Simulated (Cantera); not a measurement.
Input: 1 mol SiC, 0.081 mol Si, 4.5 mol H2, held at 0.250 bar.

Method: chemical equilibrium by Gibbs-energy minimisation in Cantera with the NASA 1993 tables (ideal gas, pure condensed phases). Candidate condensed phases: C, C6H6, C7H8, C8H18, Si, SiC; 87 gas species. Mutual solubility and eutectic melting of coexisting phases are not modelled. Gases not in the tables: Si2H6 and higher silanes. Rates play no part.

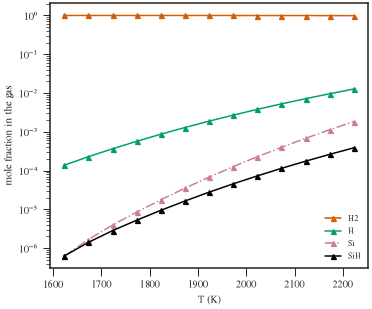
Figure: Equilibrium gas composition (values under 1e-9 drawn at 1e-9)

Read off the mole fractions at 2073 K.

H2 about 0.99, H about 0.0052, Si about 0.00040, SiH about 0.00011.
